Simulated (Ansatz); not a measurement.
**H6O2Si2···SiH4: density, localisation and related maps**

The calculation's input:

```
crystal:
  periodic: [false, false, false]
  atoms:
    - { symbol: Si, position_ang: [-0.639094, 0.877876, -0.888458] }
    - { symbol: Si, position_ang: [0.008147, -2.583114, -0.662064] }
    - { symbol: H, position_ang: [-1.411316, -0.290957, -1.380235] }
    - { symbol: H, position_ang: [-1.415336, 2.160788, -1.024092] }
    - { symbol: O, position_ang: [0.756451, 0.928258, -1.813361] }
    - { symbol: H, position_ang: [0.095817, -1.553679, 0.355331] }
    - { symbol: O, position_ang: [-0.340851, 0.63679, 0.792397] }
    - { symbol: Si, position_ang: [0.283504, 1.530571, 2.05641] }
    - { symbol: H, position_ang: [0.706828, -3.830247, -0.19425] }
    - { symbol: H, position_ang: [0.665678, -2.125839, -1.927864] }
    - { symbol: H, position_ang: [-1.428488, -2.907868, -0.95563] }
    - { symbol: H, position_ang: [1.263954, 1.759186, -1.723463] }
    - { symbol: H, position_ang: [-0.690096, 2.575238, 2.523192] }
    - { symbol: H, position_ang: [0.58873, 0.594411, 3.182841] }
    - { symbol: H, position_ang: [1.55617, 2.228587, 1.659347] }
basis:
  gaussian: { orbitals: "6-31G*" }
hamiltonian:
  xc: pbe
relax:
  f_tol: 0.03
  max_steps: 50
output:
  orbitals: {}
```

Command:

```sh
ansatz run input.yaml --threads 2 --pin off --max-ram 3072MiB --backend cpu --events-out ev --progress --plain --runs-dir out
```

The fields are those of the relaxed geometry.

These are results of RKS PBE/6-31G* in Ansatz 0.2.0, not measurements.

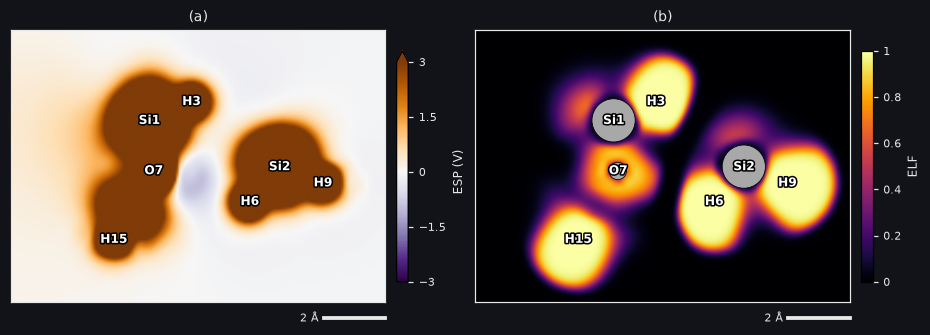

Figure 1. (a) molecular electrostatic potential; (b) ELF on the plane of atoms H6, Si2 and H9. Grey discs cover the atomic cores in the ELF map.

Question: What do the fields say about this system?

Answer: The plane passes through Si, H and O nuclei. Si1···Si2 (4.48 Å): the ELF dips to about 0 between them; a non-bonded, intermolecular contact. Si–O (1.66 Å): the ELF peaks at about 0.85 between the atoms (a polar covalent bond). Si–H (1.49 Å): the ELF climbs to about 1 towards the hydrogen, as it does in any bond to H. The ELF also peaks beside O7, away from the bonds: lone-pair regions. Outside the dense part of the complex the potential is most negative (−1.0 V) near O7.

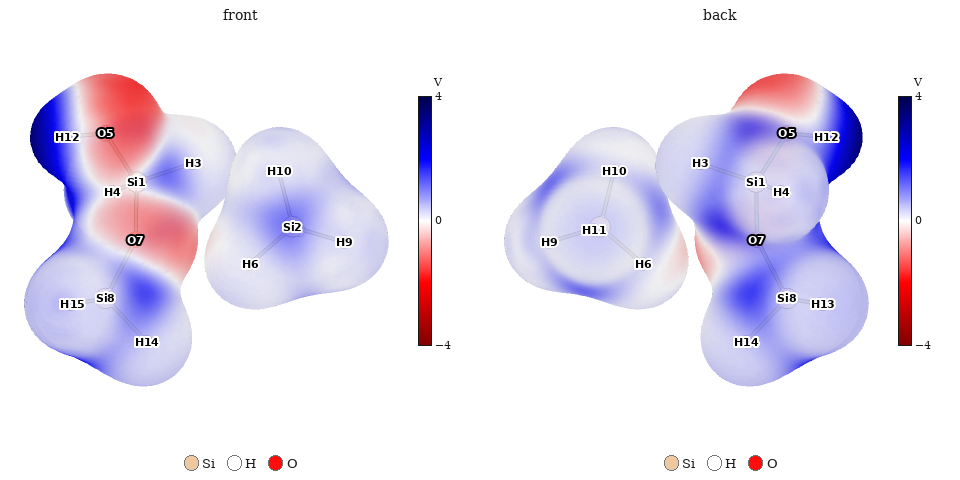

Figure 2. The electrostatic potential painted on the density surface at 0.004 e/bohr³, seen from the front and from behind; red is negative and blue positive.

Question: Which sites attract a positive test charge, and which a negative one?

Answer: A positive charge is drawn to the negative regions and a negative charge to the positive ones. The most negative region (about −1.6 V, or −37 kcal/mol for a unit charge) lies over O5, the most positive (about +3.4 V, or +78 kcal/mol for a unit charge) over H12. O5 is the likeliest acceptor of a hydrogen bond.

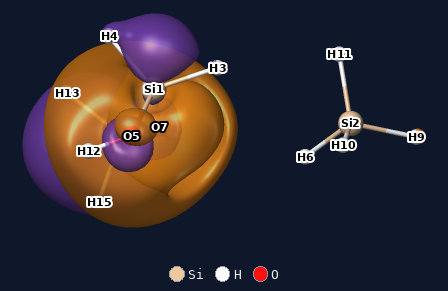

Figure 3. The LUMO at ±0.08 Å⁻³ᐟ² (orange and purple are the two phases), seen from one side.

Question: Describe this orbital and give its energy.

Answer: By Hirshfeld shares it lies mainly on Si8 (about 45 %), Si1 (about 15 %) and O7 (about 10 %). Its energy is −0.60 eV.
